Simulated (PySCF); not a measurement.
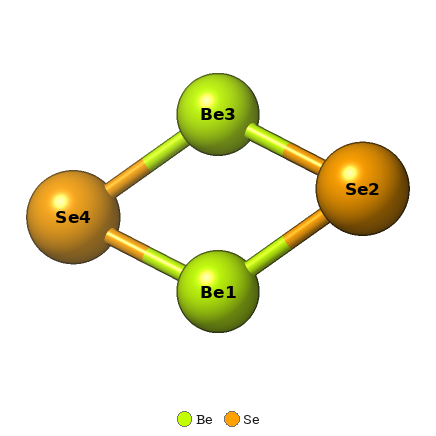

Computed geometry: PBE0-D3(BJ)/def2-SVP optimisation. No frequency run is at hand to confirm it as a minimum. Properties computed with delta-SCF UKS SCAN, pcX-2 on the ionised atom (unc-x2c-TZVPall on a metal), pcseg-1 elsewhere, spin-free X2C (PySCF 2.14.0).

Give the core-electron binding energies (to vacuum) of Be1 1s.

| atom | level | binding energy (eV) |
| --- | --- | --- |
| Be1 | 1s | 121.3 |
